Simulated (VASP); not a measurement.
Band structure of CsSnI3 (cubic perovskite). These are AM05 GGA, VASP's PBE PAW potentials (set 64) (plane waves; VASP 6.6.1) values and carry that method's errors.

Unless said otherwise, spin-orbit coupling is left out, though it shifts the bands of the heavy elements here.

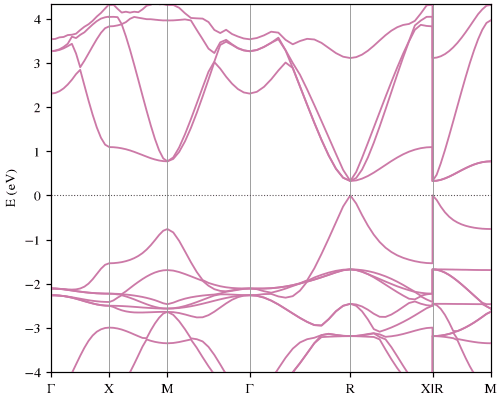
Bands along high-symmetry lines, zero at the valence-band maximum or, without a gap, the Fermi level

Q: Read the plot: is there a gap, and where are the band edges?

A: The gap is direct, 0.33 eV, from the valence maximum at R to the conduction minimum at R. (Edges off the drawn lines would not show.)

The compound is CsSnI3 in the cubic perovskite structure, the ideal cubic form; the compound distorts at low or room temperature. It was relaxed first.
